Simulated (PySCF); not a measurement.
## Geometry relaxation of C4H10NPSi2

The run: geometry relaxation of C4H10NPSi2, SMILES Cn1cpc([SiH3])c1[SiH3]. Method and program: PBE0-D3(BJ)/def2-SVP geometry optimisation, gas phase (PySCF 2.14.0).

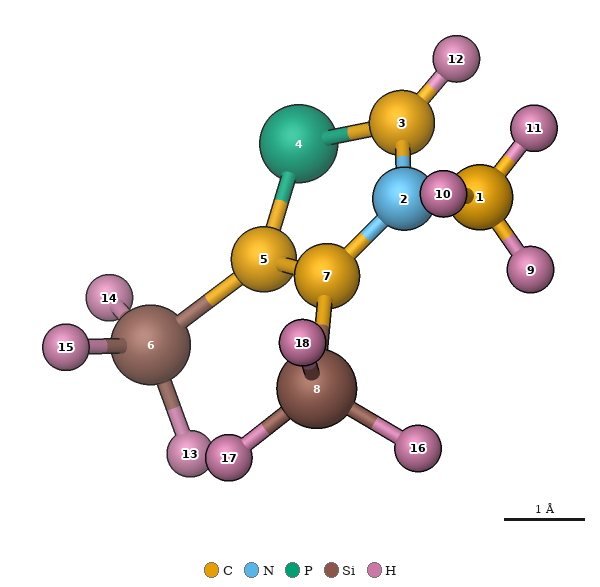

Fig. 1: The input geometry (ball-and-stick view, seen at a tilt; atoms are numbered from 1 in the order of the input). Bond lengths as drawn: C–C 1.38 Å, C–H 1.06 to 1.11 Å, C–N 1.35 to 1.41 Å, C–P 1.75 to 1.76 Å, C–Si 1.87 to 1.88 Å and H–Si 1.44 to 1.48 Å.

**The input**
```
{"job": {"xc": "PBE0", "basis": "def2-SVP", "d3": "d3bj", "grid": 1, "shake": 0.01, "kind": "geom"}, "charge": 0, "multiplicity": 1}
C     -2.277520     0.468080     0.717590
N     -1.237670    -0.400410     0.337300
C     -1.411780    -1.736420     0.269510
P      0.050680    -2.576590    -0.219090
C      0.850990    -1.029300    -0.348870
Si     2.641190    -0.917400    -0.890190
C      0.030680     0.024400     0.000360
Si     0.475790     1.854310     0.038970
H     -2.519700     1.195960    -0.078450
H     -2.029420     1.067340     1.610000
H     -3.202790    -0.088640     0.940170
H     -2.340320    -2.162260     0.537900
H      2.729970    -0.069900    -2.094820
H      3.087060    -2.274150    -1.189110
H      3.465970    -0.359510     0.182530
H     -0.413540     2.597550    -0.875070
H      1.859880     2.040460    -0.327280
H      0.213020     2.378450     1.402800
```

The first line tells a small driver script what to run in PySCF; the rest is the geometry in Å.

Launched with:
```bash
OMP_NUM_THREADS=1 python <driver script> task.json out
```

**Log**
```
step   0  E = -1132.46403562  max force = 0.041093
step   1  E = -1132.46988069  max force = 0.006722
step   2  E = -1132.47011845  max force = 0.002685
step   3  E = -1132.47019115  max force = 0.001840
step   4  E = -1132.47020958  max force = 0.001090
step   5  E = -1132.47022855  max force = 0.000305
step   6  E = -1132.47023348  max force = 0.000266
optimisation converged
```

**Trajectory as extended XYZ (Å, eV, eV/Å), 6 of the 7 frames kept, from step=0 to step=6**
```
18
Properties=species:S:1:pos:R:3:forces:R:3 step=0 energy=-30815.91603
C    -2.2775    0.4681    0.7176   -1.3603   1.3107   0.3660
N    -1.2377   -0.4004    0.3373    0.7651  -0.7549  -0.2395
C    -1.4118   -1.7364    0.2695    2.1131  -0.2492  -0.5174
P     0.0507   -2.5766   -0.2191   -1.0173  -0.2697   0.1603
C     0.8510   -1.0293   -0.3489    0.7391   0.1479  -0.0734
Si    2.6412   -0.9174   -0.8902   -0.8665   0.1282   0.0910
C     0.0307    0.0244    0.0004   -0.2600   0.5638   0.0102
Si    0.4758    1.8543    0.0390   -0.9049  -0.5589   0.3337
H    -2.5197    1.1960   -0.0785    0.0407  -0.1355  -0.0215
H    -2.0294    1.0673    1.6100    0.1043  -0.1437   0.0368
H    -3.2028   -0.0886    0.9402    0.2392  -0.0027  -0.0538
H    -2.3403   -2.1623    0.5379   -1.2653  -0.4306   0.3203
H     2.7300   -0.0699   -2.0948    0.1916   0.2194  -0.3064
H     3.0871   -2.2742   -1.1891    0.2671  -0.5825  -0.1798
H     3.4660   -0.3595    0.1825    0.4379   0.2805   0.3709
H    -0.4135    2.5976   -0.8751   -0.1538   0.2594  -0.2823
H     1.8599    2.0405   -0.3273    0.8662   0.0585  -0.2284
H     0.2130    2.3784    1.4028    0.0637   0.1592   0.2132
18
Properties=species:S:1:pos:R:3:forces:R:3 step=1 energy=-30816.07508
C    -2.2853    0.4349    0.8594    0.2984  -0.3128  -0.1489
N    -1.2163   -0.4548    0.4228   -0.0504   0.2192   0.0751
C    -1.3512   -1.8013    0.3481   -0.3456  -0.0664  -0.0327
P     0.0414   -2.6020   -0.2817    0.0197   0.0151   0.1113
C     0.8463   -1.0204   -0.4080   -0.0026   0.0501  -0.1013
Si    2.6061   -0.8793   -1.0185    0.0934  -0.0209   0.0591
C     0.0114    0.0132    0.0046   -0.1241  -0.0113   0.1137
Si    0.4160    1.8454    0.0351    0.1696  -0.0101  -0.0412
H    -2.6801    1.0052    0.0097   -0.0650   0.0856  -0.0815
H    -1.9148    1.1298    1.6212    0.0237   0.0820   0.0938
H    -3.0911   -0.1622    1.2913   -0.1239  -0.0618   0.0705
H    -2.3144   -2.2336    0.6564    0.2868   0.0666  -0.0796
H     2.7405   -0.0205   -2.2369   -0.0488  -0.0027  -0.0035
H     3.0832   -2.2569   -1.3520   -0.0129   0.0328  -0.0001
H     3.5099   -0.3028    0.0304   -0.0288  -0.0258  -0.0332
H    -0.4678    2.6203   -0.8907   -0.0054  -0.0113  -0.0014
H     1.8416    2.0001   -0.3785   -0.0589  -0.0099  -0.0218
H     0.2487    2.4290    1.4022   -0.0250  -0.0185   0.0219
18
Properties=species:S:1:pos:R:3:forces:R:3 step=2 energy=-30816.08155
C    -2.2962    0.4211    0.8572    0.1143  -0.0298  -0.0537
N    -1.2162   -0.4475    0.4239   -0.1381   0.0662  -0.0039
C    -1.3584   -1.7925    0.3371    0.0740  -0.0327   0.0448
P     0.0534   -2.5972   -0.2402   -0.0297  -0.0062  -0.0919
C     0.8478   -1.0137   -0.3972    0.0587  -0.0030   0.0564
Si    2.6030   -0.8733   -1.0200    0.0384  -0.0065   0.0301
C     0.0143    0.0203    0.0163   -0.1334  -0.0274   0.0274
Si    0.4380    1.8467    0.0377    0.0364   0.0030  -0.0069
H    -2.6929    1.0022    0.0105   -0.0119   0.0188   0.0154
H    -1.9425    1.1132    1.6350   -0.0142   0.0156   0.0026
H    -3.1044   -0.1901    1.2767    0.0099   0.0193  -0.0012
H    -2.3149   -2.2273    0.6344    0.0406  -0.0024   0.0054
H     2.7077   -0.0246   -2.2481   -0.0209  -0.0002  -0.0036
H     3.0817   -2.2494   -1.3490   -0.0015   0.0029  -0.0035
H     3.5139   -0.2840    0.0114    0.0060  -0.0059  -0.0058
H    -0.4457    2.6222   -0.8875   -0.0040   0.0053   0.0011
H     1.8586    1.9863   -0.3890   -0.0158  -0.0051  -0.0151
H     0.2768    2.4316    1.4059   -0.0087  -0.0117   0.0022
18
Properties=species:S:1:pos:R:3:forces:R:3 step=4 energy=-30816.08403
C    -2.2926    0.4212    0.8574   -0.0020   0.0240   0.0152
N    -1.2203   -0.4504    0.4225   -0.0355   0.0058   0.0137
C    -1.3567   -1.7973    0.3383    0.0561   0.0254  -0.0531
P     0.0467   -2.5939   -0.2683    0.0254  -0.0253   0.0325
C     0.8472   -1.0111   -0.3968    0.0151  -0.0020  -0.0202
Si    2.6067   -0.8700   -1.0099   -0.0121   0.0019  -0.0153
C     0.0084    0.0196    0.0158   -0.0274  -0.0304   0.0203
Si    0.4353    1.8453    0.0324   -0.0101  -0.0015   0.0084
H    -2.6922    1.0063    0.0144    0.0020  -0.0032   0.0030
H    -1.9358    1.1139    1.6339   -0.0040   0.0009  -0.0021
H    -3.1031   -0.1837    1.2812    0.0026   0.0045  -0.0028
H    -2.3050   -2.2398    0.6454   -0.0193   0.0025  -0.0005
H     2.7076   -0.0099   -2.2306    0.0051   0.0000  -0.0010
H     3.0810   -2.2436   -1.3541    0.0005  -0.0018   0.0004
H     3.5200   -0.2947    0.0266   -0.0013   0.0009   0.0027
H    -0.4583    2.6229   -0.8822   -0.0022  -0.0003   0.0044
H     1.8489    1.9825   -0.4143    0.0023  -0.0026  -0.0048
H     0.2866    2.4268    1.4035    0.0049   0.0013  -0.0008
18
Properties=species:S:1:pos:R:3:forces:R:3 step=5 energy=-30816.08455
C    -2.2925    0.4223    0.8564    0.0065  -0.0049  -0.0031
N    -1.2208   -0.4515    0.4231   -0.0089   0.0080  -0.0071
C    -1.3553   -1.7983    0.3362   -0.0038  -0.0005   0.0074
P     0.0527   -2.5961   -0.2583   -0.0019  -0.0016  -0.0087
C     0.8486   -1.0114   -0.3948    0.0157   0.0036   0.0143
Si    2.6060   -0.8691   -1.0133   -0.0010   0.0013   0.0013
C     0.0084    0.0182    0.0185   -0.0107  -0.0101  -0.0048
Si    0.4337    1.8444    0.0363    0.0028  -0.0035  -0.0009
H    -2.6889    1.0077    0.0127   -0.0040   0.0055  -0.0070
H    -1.9364    1.1144    1.6333    0.0048   0.0035   0.0066
H    -3.1049   -0.1805    1.2781   -0.0085  -0.0072   0.0050
H    -2.3062   -2.2408    0.6388    0.0130   0.0076  -0.0031
H     2.7048   -0.0132   -2.2372   -0.0012  -0.0007   0.0008
H     3.0817   -2.2435   -1.3534   -0.0011   0.0016   0.0001
H     3.5204   -0.2891    0.0200   -0.0003  -0.0004  -0.0020
H    -0.4623    2.6226   -0.8753   -0.0025   0.0003   0.0037
H     1.8465    1.9824   -0.4138   -0.0022  -0.0013  -0.0041
H     0.2887    2.4255    1.4079    0.0033  -0.0013   0.0016
18
Properties=species:S:1:pos:R:3:forces:R:3 step=6 energy=-30816.08468
C    -2.2932    0.4214    0.8570   -0.0031   0.0034   0.0017
N    -1.2215   -0.4516    0.4228    0.0040  -0.0047  -0.0137
C    -1.3550   -1.7983    0.3350   -0.0026  -0.0061   0.0054
P     0.0532   -2.5959   -0.2598   -0.0032   0.0003  -0.0036
C     0.8491   -1.0110   -0.3945    0.0008   0.0020   0.0134
Si    2.6063   -0.8672   -1.0127   -0.0013   0.0001  -0.0014
C     0.0078    0.0178    0.0185    0.0010   0.0063  -0.0041
Si    0.4340    1.8436    0.0361   -0.0001  -0.0005   0.0009
H    -2.6901    1.0080    0.0140    0.0005  -0.0003   0.0001
H    -1.9368    1.1128    1.6347    0.0013  -0.0005   0.0008
H    -3.1057   -0.1820    1.2786    0.0011  -0.0014   0.0000
H    -2.3054   -2.2411    0.6374    0.0013   0.0002  -0.0005
H     2.7041   -0.0112   -2.2365    0.0002  -0.0003  -0.0001
H     3.0826   -2.2412   -1.3531   -0.0001   0.0000  -0.0001
H     3.5206   -0.2870    0.0204    0.0001   0.0006  -0.0006
H    -0.4662    2.6232   -0.8702   -0.0025   0.0008   0.0033
H     1.8443    1.9807   -0.4214   -0.0011   0.0005  -0.0028
H     0.2960    2.4233    1.4090    0.0039  -0.0003   0.0012
```

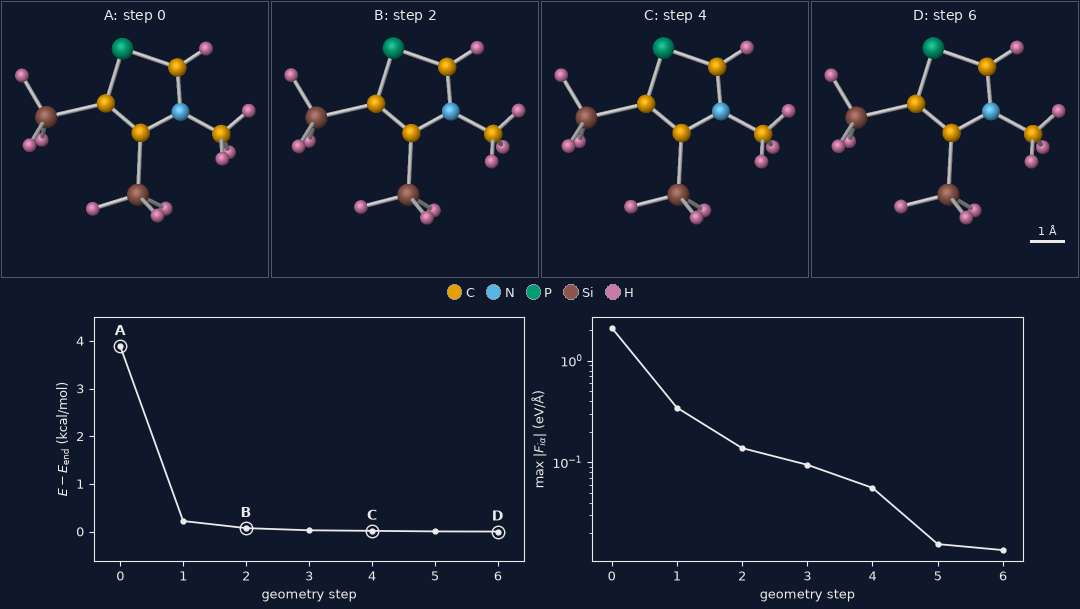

Fig. 2: Frames of the relaxation (ball-and-stick view, seen on its broad side) above the curves, on which the letters mark them (steps are counted from 0).

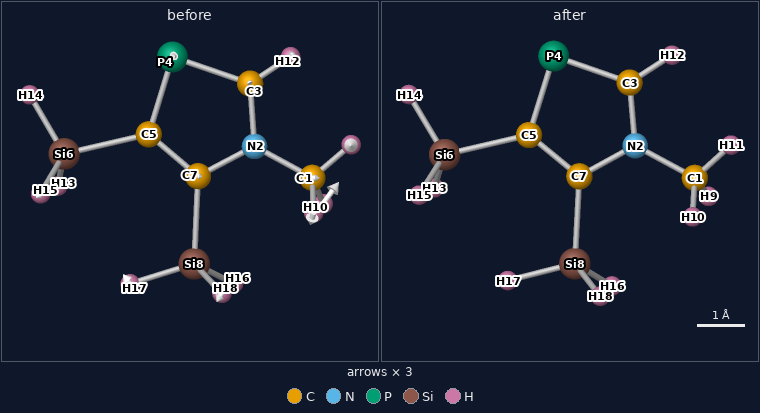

Fig. 3: Before (left) and after (right) the relaxation, at one scale (ball-and-stick view, seen on its broad side). The white arrows give the displacements, magnified 3 times. The largest move after the best rigid fit is that of H9, 0.20 Å. Largest moves by element: H 0.20 Å, P 0.06 Å, C 0.05 Å, N 0.02 Å, Si 0.02 Å. Among the contacts that change: Si8–H17 1.444 → 1.489 Å, C1–N2 1.407 → 1.449 Å, C3–H12 1.056 → 1.091 Å, Si6–H14 1.459 → 1.494 Å. Among the angles that change: C5–Si6–H13 109.1° → 112.1°, H9–C1–H10 105.9° → 108.9°, C7–Si8–H18 108.7° → 111.4°. The energy falls by 3.89 kcal/mol in 6 geometry steps. Largest force component: 2.1 eV/Å at the start, 0.014 eV/Å at the end. (Atoms are counted from 1 in the order of the input.)

**Results in brief**

- outcome: converged
- total energy: −1132.470233 hartree
- dipole moment: 4.12 D
- point group: C1
- hardware: 1 CPU thread, shared host
- wall time: 2.2 min
- peak memory: 0.84 GiB
